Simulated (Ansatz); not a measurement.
System: hcp Sc. Method: PBE-D3(BJ) (plane waves, PAW; Ansatz, a quantum-chemistry and plane-wave program).

Run with plane-wave cutoff 520 eV, 18×18×10 k mesh (along the axes of the cell as run), Fermi–Dirac smearing 0.05 eV, scalar-relativistic PAW data made under PBE.

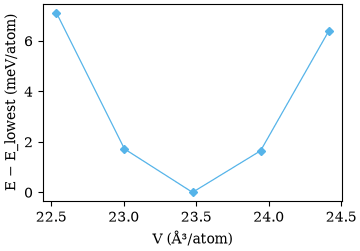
Total energy against volume

Q: From the curve, estimate the equilibrium volume and the bulk modulus.

A: V0 ≈ 23.5 Å³/atom and B0 ≈ 57 GPa; the fit gives V0 = 23.473 Å³/atom, B0 = 57.5 GPa, B′ = 3.3.

Shape and atoms are relaxed at each volume.

Measured, for comparison: bulk modulus 55.6 GPa (zero-point energy and finite temperature contributions removed, our sources range from 44.5 to 55.6; as tabulated in doi:10.1021/acs.jctc.3c00612). Computed (rounded) less measured: bulk modulus not scored (sources differ).

Note: the bulk modulus comes from volumes at which shape and atoms were relaxed.

The computed numbers hold no vibrational or temperature effects.

The result took around 110 core-seconds (rough).
